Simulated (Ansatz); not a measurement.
**CH4InN···CH5N: density, localisation and related maps**

Input file:

```
crystal:
  periodic: [false, false, false]
  atoms:
    - { symbol: In, position_ang: [1.1644, -0.4384, 0.0029] }
    - { symbol: "N", position_ang: [-0.605, 1.276, 0.3564] }
    - { symbol: C, position_ang: [-1.9849, 0.8594, 0.4518] }
    - { symbol: "N", position_ang: [1.1299, 0.1934, 1.9536] }
    - { symbol: H, position_ang: [0.1508, 0.9458, 1.4222] }
    - { symbol: C, position_ang: [1.4416, -1.8679, -1.7679] }
    - { symbol: H, position_ang: [-0.5567, 2.2546, 0.091] }
    - { symbol: H, position_ang: [-2.0054, -0.1796, 0.7938] }
    - { symbol: H, position_ang: [-2.5058, 0.9112, -0.515] }
    - { symbol: H, position_ang: [-2.5503, 1.4655, 1.1702] }
    - { symbol: H, position_ang: [1.8932, 0.8429, 2.1419] }
    - { symbol: H, position_ang: [0.5621, -2.5037, -1.8138] }
    - { symbol: H, position_ang: [2.3347, -2.468, -1.6033] }
    - { symbol: H, position_ang: [1.5315, -1.2913, -2.6839] }
basis:
  gaussian: { orbitals: def2-SVP }
hamiltonian:
  xc: pbe0
  dispersion: d4
relax:
  f_tol: 0.15
  max_steps: 25
  restrain:
    - { distance: [4, 1], at: 1.02, k: 30.0 }
    - { distance: [0, 1], at: 3.43, k: 30.0 }
    - { distance: [4, 3], at: 2.32, k: 30.0 }
output:
  orbitals: {}
```

Launched as:

```sh
ansatz run input.yaml --threads 4 --pin off --max-ram 5120MiB --backend cpu --events-out ev --progress --plain --runs-dir out
```

The fields are those of the run's last geometry, not of the input's.

Core potentials replace the inner electrons of In.

The calculation used RKS PBE0-D4/def2-SVP (Ansatz).

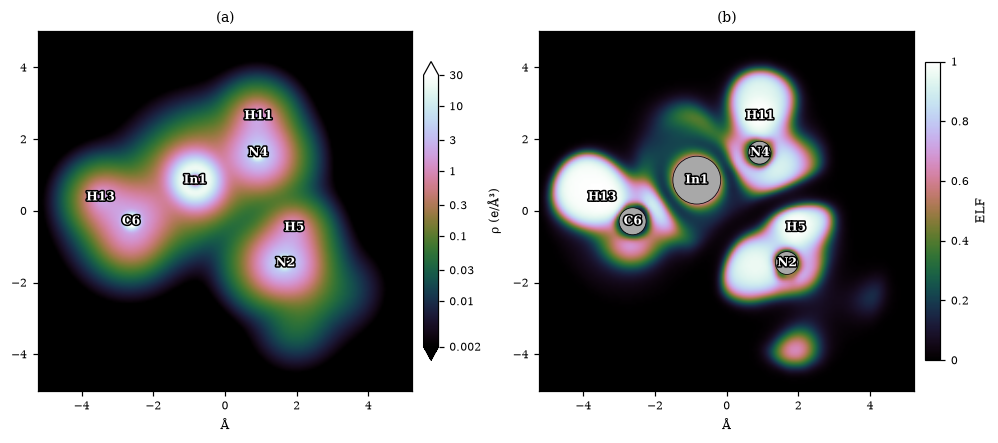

Figure 1. (a) electron density; (b) ELF on the plane of atoms In1, C6 and H13. Grey discs cover the atomic cores in the ELF map.

Question: What does the map show?

Answer:
- Atoms in the plane: In, N, H and C.
- N4···H5 (2.32 Å): the density falls to about 0.1 e/Å³ on the way; the ELF dips to about 0.05 between them (a closed-shell contact with the geometry of a hydrogen bond).
- In–N (1.91 Å): ρ is about 0.94 e/Å³ halfway; the ELF peaks at about 0.75 in the valence shell of N, 0.6 Å from its nucleus, and drops to about 0.20 between the two atoms.
- C–In (2.13 Å): ρ is about 0.69 e/Å³ halfway; the ELF peaks at about 0.90 in the valence shell of C, 0.7 Å from its nucleus, and drops to about 0.20 between the two atoms.
- N–H (1.02 Å): ρ at the midpoint is about 2.8 e/Å³; the ELF climbs to about 1 towards the hydrogen, as it does in any bond to H (an ordinary covalent bond to hydrogen).
- C–H (1.10 Å): the density is about 1.9 e/Å³ at the midpoint; the ELF climbs to about 1 towards the hydrogen; an ordinary covalent bond to hydrogen.

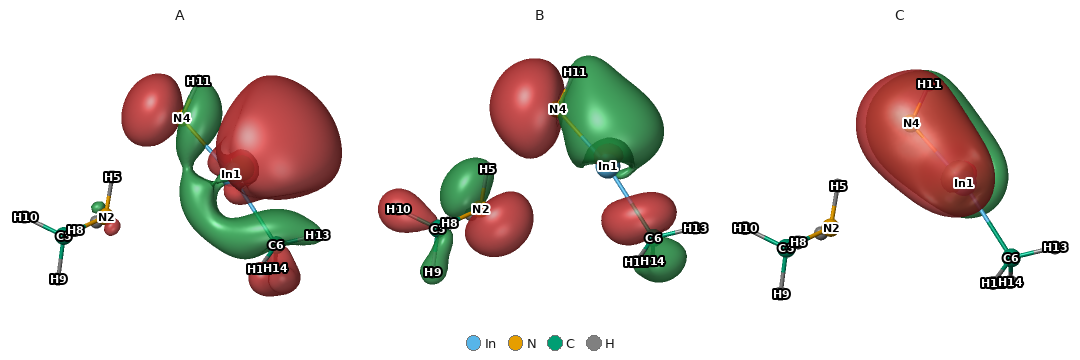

Figure 2. Three frontier orbitals at ±0.08 Å⁻³ᐟ² (green and red are the two phases), in no order.

Question: Order the three orbitals by energy and name them.

Answer: B is the HOMO−1 (−6.48 eV). Its weight (Hirshfeld) is mainly on N4 (about 50 %), In1 (about 20 %), N2 (about 10 %) and C6 (about 5 %). C is the HOMO (−5.58 eV). By Hirshfeld shares it lies mainly on N4 (about 70 %) and In1 (about 25 %). A is the LUMO (−0.88 eV). By Hirshfeld shares it lies mainly on In1 (about 60 %), N4 (about 20 %) and C6 (about 10 %).

Question: What is the HOMO–LUMO gap?

Answer: 4.70 eV between the orbital energies.
